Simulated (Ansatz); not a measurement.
BrFH3Si2 (SMILES F[Si]([SiH3])Br) (doublet)

```xyz
7

F    -0.1175   -2.2151    0.9510
Si   -0.9412   -0.9523    0.4031
Si    0.5211    0.8708    0.0844
Br   -1.8033   -1.5306   -1.5655
H    -0.3023    1.9860   -0.4458
H     1.0991    1.2473    1.3996
H     1.6053    0.5258   -0.8724
```

Geometry: PBE0-D4/def2-TZVP.

Level of theory: UKS PBE0-D4/def2-TZVPP (Ansatz 0.2.0).

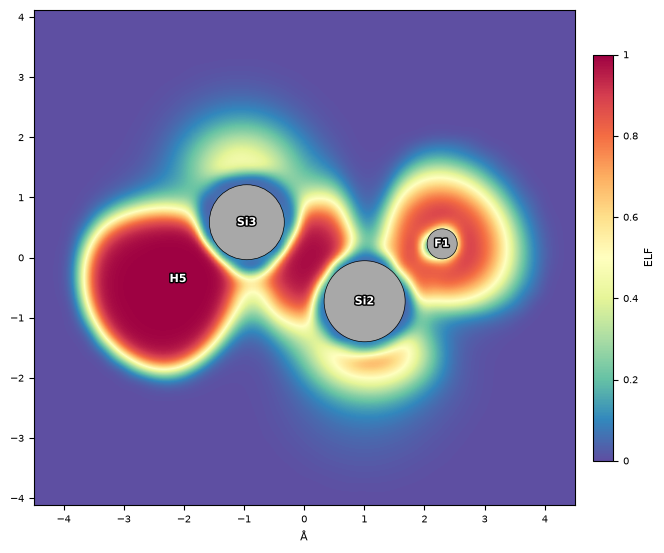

Figure 1. ELF on the plane of atoms F1, Si2 and Si3. Grey discs cover the atomic cores.

Describe what can be read from this map.

The section cuts through F, Si and H sites. Si–F (1.60 Å): the ELF peaks at about 0.85 in the valence shell of F, 0.6 Å from its nucleus, and is about 0.50 at the midpoint. Si–Si (2.36 Å): the ELF peaks at about 1 between the atoms, as expected for a shared electron pair. Si–H (1.48 Å): the ELF climbs to about 1 towards the hydrogen, as it does in any bond to H. The ELF also peaks beside F1, away from the bonds: non-bonding electrons, paired or unpaired.

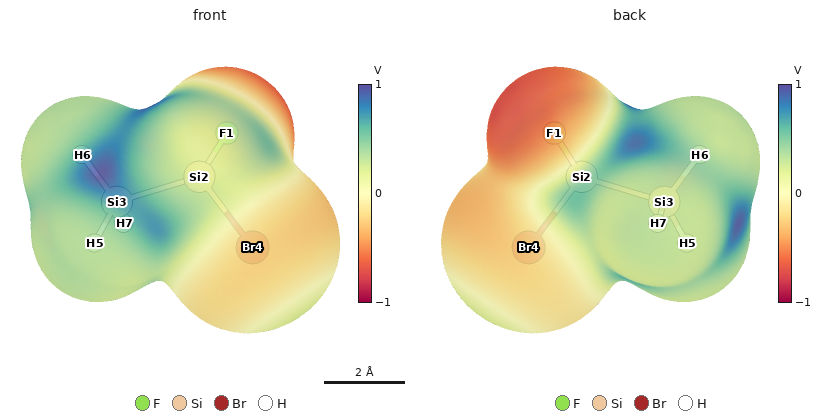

Figure 2. The electrostatic potential painted on the density surface at 0.001 e/bohr³, seen from the front and from behind; the colour scale runs from red (negative) to blue (positive).

Describe the electrostatic potential map.

The most negative region (about −0.7 V, or −16 kcal/mol for a unit charge) lies over F1, the most positive (about +0.9 V, or +21 kcal/mol for a unit charge) over Si2 and Si3. Br4 shows a σ-hole: about +0.2 V at the tip opposite its bond, against about −0.2 V on its flanks.

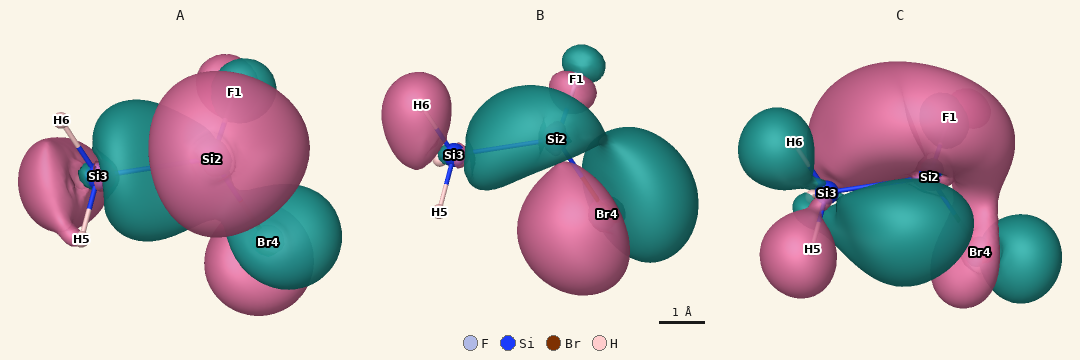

Figure 3. Three frontier orbitals at ±0.06 Å⁻³ᐟ² (teal and pink are the two phases), in no order.

Which picture is the HOMO−1, the HOMO and the LUMO? All are α orbitals.

B is the HOMO−1 (α) (−8.83 eV). By Hirshfeld shares it lies mainly on Br4 (about 75 %), Si2 (about 15 %) and Si3 (about 5 %); largely a lone pair of Br4. A is the HOMO (α) (−6.38 eV). By Hirshfeld shares it lies mainly on Si2 (about 55 %), Br4 (about 20 %) and Si3 (about 15 %). C is the LUMO (α) (−0.70 eV). Its weight (Hirshfeld) is mainly on Si2 (about 45 %), Si3 (about 25 %), Br4 (about 15 %) and F1 (about 5 %).

What is the gap between the highest occupied and lowest empty α orbitals?

5.68 eV between the orbital energies.
